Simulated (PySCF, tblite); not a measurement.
# C₃H₈BClN₂: geometry, infrared bands and NMR shifts

What infrared bands and NMR shifts should C₃H₈BClN₂ (`NB(N)C/C=C\Cl`) show?

Programs: tblite 0.8.0 and PySCF 2.14.0, with density-fitted response routines of our own. Each step states its level of theory. These are calculated values for one molecule in the gas phase, unless marked as measured. Atoms count from 0, in the outputs and in this text.

## Step 1: Starting geometry

15 atoms, charge 0, multiplicity 1; geometry from: force field or distance geometry start.

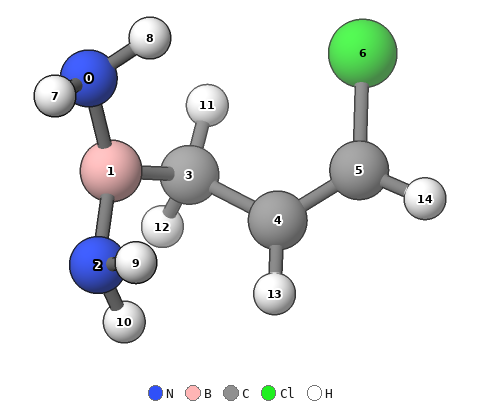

As it starts; nitrogen blue, boron pink, carbon grey, chlorine green, hydrogen white, atoms numbered.

## Step 2: Geometry optimisation with GFN2-xTB

Job settings and geometry (Å):

```
{"job": {"kind": "relax", "xc": "GFN2-xTB", "basis": "xTB"}, "charge": 0, "multiplicity": 1}
N     -1.311500     1.690400     0.677800
B     -1.013300     0.644200    -0.383600
N     -1.927800    -0.585600    -0.403900
C      0.454600     0.396000    -0.922400
C      0.932700    -0.863800    -0.223700
C      2.022400    -0.790000     0.533500
Cl     2.864900     0.746000     0.719900
H     -2.229600     1.466100     1.118700
H     -0.592400     1.725400     1.430400
H     -1.967200    -1.025100     0.535400
H     -1.544200    -1.278800    -1.083000
H      1.140300     1.214100    -0.741200
H      0.344700     0.141200    -1.978300
H      0.402900    -1.818300    -0.360300
H      2.419100    -1.654100     1.058800
```

Started as:

```
$ OMP_NUM_THREADS=1 python probes_run.py task.json out
```

The driver reads the jobs from task.json and runs them one after another.

**Question.** This job is followed by: GFN2-xTB harmonic vibrations, gas phase; GIAO PBE0/pcSseg-1 NMR shielding, non-relativistic, gas phase. Predict these results of the whole session: strongest single infrared mode (GFN2-xTB); zero-point energy (GFN2-xTB); ¹³C shifts against TMS (PBE0/pcSseg-1); ¹H shifts against TMS (PBE0/pcSseg-1, means over atoms taken as alike); ¹⁵N shifts against NH3 (PBE0/pcSseg-1, means over atoms taken as alike); ¹¹B shifts against BF3·OEt2 (PBE0/pcSseg-1); ³⁵Cl shifts against HCl (PBE0/pcSseg-1).

**Answer**, as computed:

| quantity | value |
| --- | --- |
| strongest single infrared mode (GFN2-xTB) | 1258 cm⁻¹, 265 km/mol |
| zero-point energy (GFN2-xTB) | 73.0 kcal/mol |
| ¹³C shifts against TMS (PBE0/pcSseg-1) | 142.3, 124.9, 22.4 ppm |
| ¹H shifts against TMS (PBE0/pcSseg-1, means over atoms taken as alike) | 6.28, 5.95, 2.29, 1.87 ppm |
| ¹⁵N shifts against NH3 (PBE0/pcSseg-1, means over atoms taken as alike) | 65.4 ppm |
| ¹¹B shifts against BF3·OEt2 (PBE0/pcSseg-1) | 25.9 ppm |
| ³⁵Cl shifts against HCl (PBE0/pcSseg-1) | 162 ppm |

Relaxing lowered the energy by 1.570 eV in 138 steps; the close pair that moved most is B1–N2, from 1.533 to 1.402 Å. No mode is imaginary among the 39: a minimum at this level. The strongest single mode, at 1258 cm⁻¹, moves mainly B1. GFN2-xTB is a fitted tight-binding method: band positions and strengths are rough. Its intensities can rank the bands wrongly. At PBE0/pcSseg-1: Shielding is most anisotropic at Cl6 (span 395 ppm, paramagnetic term -361 ppm).
